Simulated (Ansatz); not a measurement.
Run report: GeSiH4O2, frequency calculation

- system: GeSiH4O2, SMILES [OH][Ge][O][SiH3]
- method: MP2/6-31G*, RHF (Ansatz 0.2.0)

The geometry was optimised with MP2/6-31G*. Figures and captions count atoms from 1; the log counts them from 0 in places.

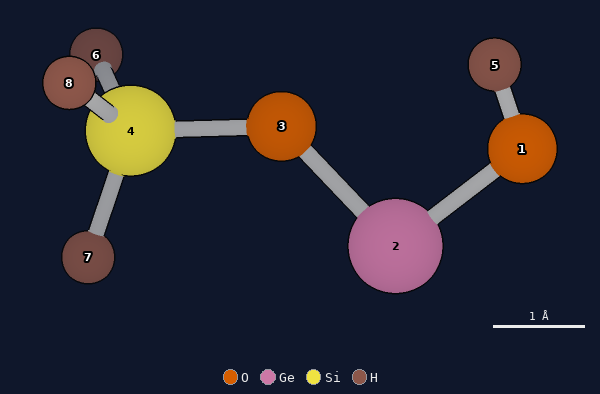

Fig. 1: The input geometry (ball-and-stick view, seen at a tilt; atoms are numbered from 1 in the order of the input). Sticks mark near contacts. Bond lengths as drawn: Ge–O 1.79 to 1.82 Å, H–O 0.98 Å, H–Si 1.48 to 1.49 Å and O–Si 1.67 Å.

Input file:
```yaml
crystal:
  periodic: [false, false, false]
  atoms:
    - {symbol: O, position_ang: [1.458099, 2.514695, 0.125475]}
    - {symbol: Ge, position_ang: [1.595162, 0.878235, -0.576421]}
    - {symbol: O, position_ang: [0.022090, 0.255869, 0.087373]}
    - {symbol: Si, position_ang: [-0.727488, -1.232848, -0.050965]}
    - {symbol: H, position_ang: [0.624150, 2.588622, 0.631980]}
    - {symbol: H, position_ang: [-2.054635, -1.067906, -0.693467]}
    - {symbol: H, position_ang: [0.087741, -2.166195, -0.875349]}
    - {symbol: H, position_ang: [-0.912918, -1.827672, 1.295573]}
basis:
  gaussian:
    orbitals: "6-31G*"
correlation:
  method: mp2
phonons:
  temperatures: {t_min: 298.15, t_max: 298.15, t_step: 1}
```

Run on 1 thread of Intel Xeon (Granite Rapids), 16 GiB of memory available, shared host.

Command:
```bash
ansatz run molecule.yaml --threads 1 --pin off --max-ram 3480MiB --events-out events.jsonl --progress --plain --runs-dir runs
```

The program's output:
```
Functional definition: HF
  name "HF"
  exchange = exact_x
  correlation = 0
these checks for a lower state are left out or cut short: cluster_reference
938 factors; integrals over basis functions are off by at most 6.6e-4 eV
mean field evaluation 1: about -68462.5195 eV, gradient 4.8e1 eV
mean field evaluation 2: about -68462.5737 eV, gradient 4.8e1 eV
mean field evaluation 4: about -68467.2250 eV, gradient 3.1e0 eV
mean field evaluation 8: about -68467.2709 eV, gradient 1.1e-1 eV
mean field -68467.27100243 eV, -2516.1258005561 hartree, gradient 5.2e-6 eV, S^2 0.000000; 0 other end points of the search recorded, 0 dependent functions left out
16 core orbitals not correlated: weight in the atoms' cores, before any rotation towards them, 1.000 or more for the frozen orbitals, at most 0.000 for the correlated occupied ones
reference -68467.27100243 eV, -2516.1258005561 hartree; 17, 17 occupied and 59, 59 virtual orbitals, 938 factors
second order -18.86041561 eV of doubles, -0.00000000 eV of singles
the calculation of the forces begins
these checks for a lower state are left out or cut short: starts, cluster_reference, orbital_swaps, neighbouring_geometries, increment
938 factors; integrals over basis functions are off by at most 6.6e-4 eV
mean field evaluation 16: about -68467.2676 eV, gradient 1.4e-1 eV
mean field -68467.26769830 eV, -2516.1256791315 hartree, gradient 2.0e-6 eV, S^2 0.000000; 0 other end points of the search recorded, 0 dependent functions left out
[... from here on the field's lines of each further geometry are left out, up to the last ...]
16 core orbitals not correlated: weight in the atoms' cores, before any rotation towards them, 1.000 or more for the frozen orbitals, at most 0.000 for the correlated occupied ones
reference -68467.27045043 eV, -2516.1257802707 hartree; 17, 17 occupied and 59, 59 virtual orbitals, 938 factors
second order -18.86091613 eV of doubles, -0.00000000 eV of singles
the calculation of the forces begins
these checks for a lower state are left out or cut short: starts, cluster_reference, orbital_swaps, neighbouring_geometries, increment
938 factors; integrals over basis functions are off by at most 6.6e-4 eV
mean field -68467.27144976 eV, -2516.1258169952 hartree, gradient 9.6e-7 eV, S^2 0.000000; 0 other end points of the search recorded, 0 dependent functions left out
16 core orbitals not correlated: weight in the atoms' cores, before any rotation towards them, 1.000 or more for the frozen orbitals, at most 0.000 for the correlated occupied ones
reference -68467.27144976 eV, -2516.1258169952 hartree; 17, 17 occupied and 59, 59 virtual orbitals, 938 factors
second order -18.85991661 eV of doubles, -0.00000000 eV of singles
the calculation of the forces begins
Total energy: -68486.13141804 eV, -2516.8189080457 hartree
Atom 0 at     1.458099     2.514695     0.125475 Å, force    -0.000060     0.000165     0.001096 eV/Å
Atom 1 at     1.595162     0.878235    -0.576421 Å, force     0.000336    -0.000236    -0.000935 eV/Å
Atom 2 at     0.022090     0.255869     0.087373 Å, force    -0.000894    -0.000418     0.000567 eV/Å
Atom 3 at    -0.727488    -1.232848    -0.050965 Å, force     0.000600    -0.000757    -0.000192 eV/Å
Atom 4 at     0.624150     2.588622     0.631980 Å, force     0.000087     0.000422    -0.000624 eV/Å
Atom 5 at    -2.054635    -1.067906    -0.693467 Å, force     0.000132     0.000311     0.000134 eV/Å
Atom 6 at     0.087741    -2.166195    -0.875349 Å, force    -0.000102     0.000105    -0.000021 eV/Å
Atom 7 at    -0.912918    -1.827672     1.295573 Å, force    -0.000099     0.000409    -0.000025 eV/Å
Dipole moment:    -0.131831    -0.188993     0.003739 e Å
Vibrations: 65.18 86.84 105.37 228.93 503.47 544.96 708.21 751.09 760.54 885.38 956.16 993.87 1001.25 1048.14 2300.17 2325.24 2326.48 3716.85 cm⁻¹, zero-point energy 1.196951 eV
Checks for a lower state left out: cluster_reference
```

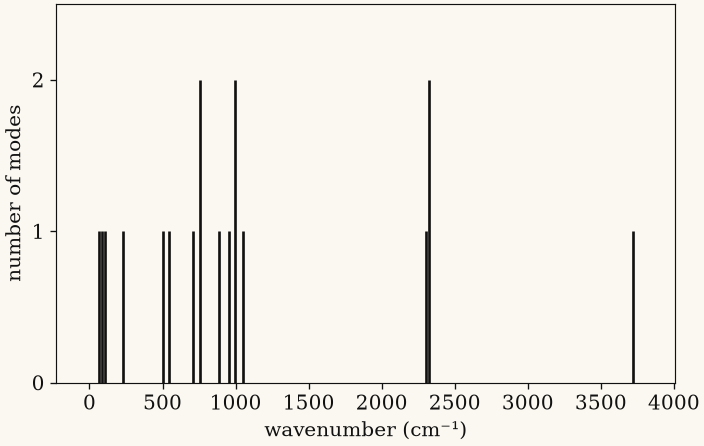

Fig. 2: Harmonic vibrational wavenumbers from the force constants; neighbouring modes closer than 17 cm⁻¹ are counted in one stick. 18 modes from 65 to 3717 cm⁻¹, none imaginary.

Key numbers:

```csv
quantity,value
outcome,converged
total energy,−2516.818908 hartree
SCF energy,−2516.125801 hartree
MP2 energy,−2516.818908 hartree
correlation energy,−0.693107 hartree
basis functions,92
largest force,0.001 eV/Å
SCF solution under orbital rotations,stable
zero-point energy,0.043987 hartree
"wavenumbers, lowest and highest",65 and 3717 cm⁻¹
wall time,2.2 min
peak memory,0.23 GiB
```
